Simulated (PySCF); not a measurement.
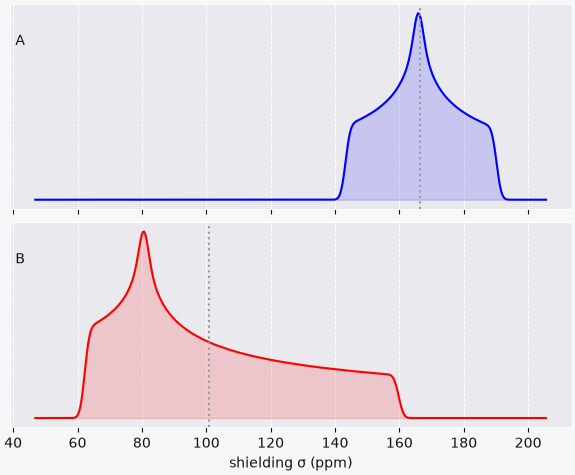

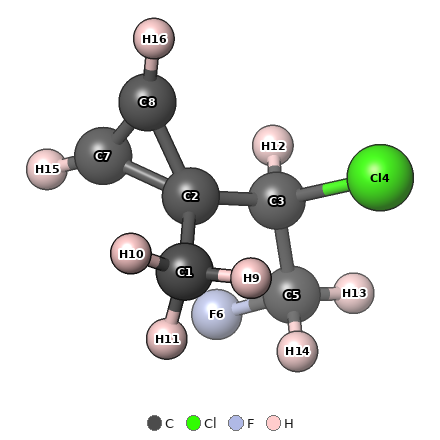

Static powder patterns (¹³C) from GIAO shielding tensors of C₆H₈ClF, SMILES CC1([C@@H](Cl)CF)C=C1, PBE0/pcSseg-1 in PySCF 2.14.0, at a GFN2-xTB geometry (no frequency check); absolute shielding, one fixed geometry of the isolated molecule without any motion, no dipolar terms. The dotted line is the isotropic value; skew is 3(σiso − σ22)/span.

The panels belong to C1 and C5. Which is which?

Answer. panel A: C1, σ11, σ22, σ33 = 143, 166, 190 ppm, isotropic 166, span 47 ppm, skew 0.03; panel B: C5, σ11, σ22, σ33 = 62, 81, 160 ppm, isotropic 101, span 98 ppm, skew 0.62.

Note: the tight-binding geometry is rougher than a DFT one and adds to the error; one conformer of a flexible molecule.
